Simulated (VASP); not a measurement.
Band structure of CaZrN₂ (space group R-3m). These are modified Becke-Johnson potential (mBJ), VASP's PBE PAW potentials (set 64) (plane waves; VASP) values and carry that method's errors.

mBJ is a potential without an energy functional, so only the levels count.

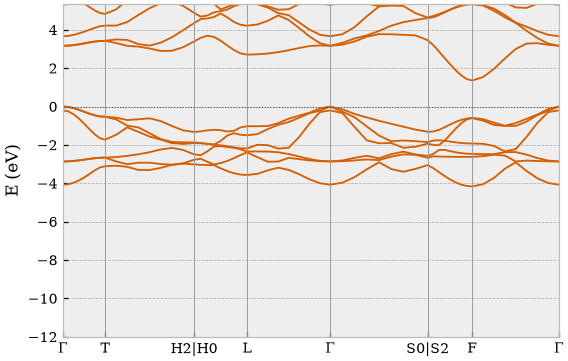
Bands along high-symmetry lines, zero at the valence-band maximum or, without a gap, the Fermi level

Q: Read the plot: is there a gap, and where are the band edges?

A: The gap is indirect, 1.36 eV, from the valence maximum at Γ to the conduction minimum at F.

The structure comes from a computed database's CaZrN2 entry (R-3m); how it stands against other phases isn't given here. It was relaxed first. The cell's shape comes from a PBE relaxation.
